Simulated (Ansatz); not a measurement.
# SiNHF3 (SMILES [NH][Si](F)(F)F): UHF/6-31G(d) (spherical functions)

Aim: the energy change on altering one bond length of SiNHF3 at UHF/6-31G* (spherical functions), from 2 runs. 

The results are computed with Ansatz 0.2.0.

86 further runs of the same task are left out: 2 that didn't finish, 84 set aside as unsound or not needed. Runs told in other sessions of the task aren't counted.

**1. The system as given**

The species is SiNHF3 (6 atoms), meant as a doublet with charge 0. As SMILES, `[NH][Si](F)(F)F`. The coordinates come from a PBE0-D4/def2-TZVP relaxation.

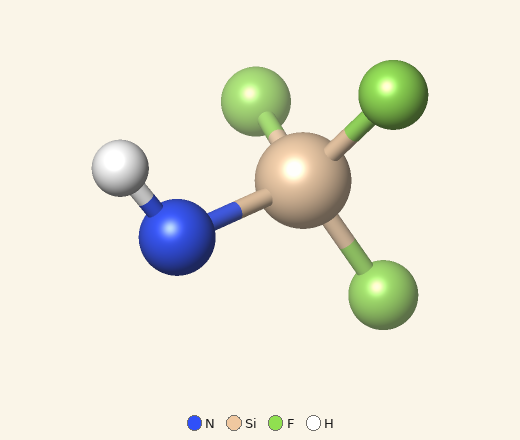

Viewed from a chosen angle; nitrogen blue, silicon light orange, fluorine green, hydrogen white.

**2. A single-point energy at UHF/6-31G(d) (spherical functions)**

Input file job.yaml:

```yaml
crystal:
  periodic: [false, false, false]
  atoms:
    - {symbol: "N", position_ang: [-0.974500, 0.604600, 0.713900]}
    - {symbol: Si, position_ang: [0.193600, -0.089600, -0.346100]}
    - {symbol: F, position_ang: [-0.087100, 0.387600, -1.812600]}
    - {symbol: F, position_ang: [0.123100, -1.661400, -0.330200]}
    - {symbol: F, position_ang: [1.652300, 0.359600, 0.035600]}
    - {symbol: H, position_ang: [-0.865300, 0.335400, 1.693200]}
basis:
  gaussian:
    orbitals: 6-31G_st_-spherical.json
magnetization:
  spin_polarized: true
  initial_magnetization: 1
hamiltonian:
  xc: hf
accuracy: high
output: {orbitals: {seedname: orbitals}}
```

The basis set 6-31G* is read from a file made from the Basis Set Exchange's data (not shown).

On the command line:

```
ansatz run job.yaml --threads 1 --pin off --max-ram 3480MiB --events-out events.jsonl --progress --plain --runs-dir runs
```

Standard output:

```text
Warning: RAYON_NUM_THREADS=1 ignored (pool sized by the plan → 1); use --threads N
Functional definition: HF
  name "HF"
  exchange = exact_x
  correlation = 0
1642 factors; integrals over basis functions are off by at most 3.9e-9 eV
mean field evaluation 1: about -17478.9995 eV, gradient 2.8e1 eV
mean field evaluation 2: about -17479.0222 eV, gradient 2.8e1 eV
mean field evaluation 4: about -17481.7330 eV, gradient 2.0e0 eV
mean field evaluation 8: about -17481.7619 eV, gradient 1.3e-3 eV
mean field evaluation 16: about -17481.2656 eV, gradient 1.7e0 eV
mean field evaluation 32: about -17480.6627 eV, gradient 4.2e-2 eV
mean field evaluation 64: about -17481.7289 eV, gradient 2.7e-1 eV
mean field -17481.76189699 eV, -642.4429001504 hartree, gradient 1.5e-8 eV, S^2 0.756676; 0 other end points of the search recorded, 0 dependent functions left out
reference -17481.76189699 eV, -642.4429001504 hartree; 25, 24 occupied and 51, 52 virtual orbitals, 1642 factors
Total energy: -17481.76189699 eV, -642.4429001504 hartree
```

Run time: 4.8 s. Hardware: 1 thread of Arm Neoverse V1, shared host; peak memory 0.25 GiB.

**3. The distorted shape**

Input file input.yaml:

```yaml
crystal:
  periodic: [false, false, false]
  atoms:
    - {symbol: N, position_ang: [-0.749948, 0.222854, 1.887058]}
    - {symbol: Si, position_ang: [0.418152, -0.471346, 0.827058]}
    - {symbol: F, position_ang: [-0.087100, 0.387600, -1.812600]}
    - {symbol: F, position_ang: [0.347652, -2.043146, 0.842958]}
    - {symbol: F, position_ang: [1.876852, -0.022146, 1.208758]}
    - {symbol: H, position_ang: [-0.640748, -0.046346, 2.866358]}
basis:
  gaussian: {orbitals: 6-31G_st_-spherical.json}
magnetization: {spin_polarized: true, initial_magnetization: 1}
accuracy: high
output: {orbitals: {seedname: orbitals}}
hamiltonian: {xc: hf}
```

The basis set 6-31G* is read from a file made from the Basis Set Exchange's data (not shown).

On the command line:

```
ansatz run input.yaml --threads 1 --pin off --max-ram 3480MiB --events-out events.jsonl --progress --plain --runs-dir runs
```

Standard output (excerpt; [...] marks lines left out):

```text
Warning: RAYON_NUM_THREADS=1 ignored (pool sized by the plan → 1); use --threads N
[... 2 set-up lines as earlier in the session ...]
[...]
1570 factors; integrals over basis functions are off by at most 8.4e-9 eV
[...]
mean field -17476.43707396 eV, -642.2472165136 hartree, gradient 3.4e-8 eV, S^2 1.635260; 8 other end points of the search recorded, 0 dependent functions left out
reference -17476.43707396 eV, -642.2472165136 hartree; 25, 24 occupied and 51, 52 virtual orbitals, 1570 factors
Total energy: -17476.43707396 eV, -642.2472165136 hartree
```

It took 25 s on 1 thread of Arm Neoverse V1, shared host; peak memory 0.27 GiB.

**4. What came out**

At UHF/6-31G* (spherical functions):

```
                                                          quantity          value
                                         first shape: total energy  -642.44290 Eh
                   first shape: HOMO energy (highest over α and β)      -12.93 eV
                    first shape: LUMO energy (lowest over α and β)        1.29 eV
                                                 first shape: ⟨S²⟩          0.757
                                     distorted shape: total energy  -642.24722 Eh
               distorted shape: HOMO energy (highest over α and β)      -10.55 eV
                distorted shape: LUMO energy (lowest over α and β)        1.35 eV
                                             distorted shape: ⟨S²⟩          1.635
energy change with the Si2–F3 bond stretched from 1.568 to 2.821 Å       5.325 eV
```

With the Si2–F3 bond stretched from 1.568 to 2.821 Å the energy rises by 5.32 eV (514 kJ/mol). The first shape isn't relaxed at this level, so the change isn't measured from a minimum. ⟨S²⟩ (distorted shape) is 1.64 where a pure doublet has 0.75: the reference is spin-contaminated.
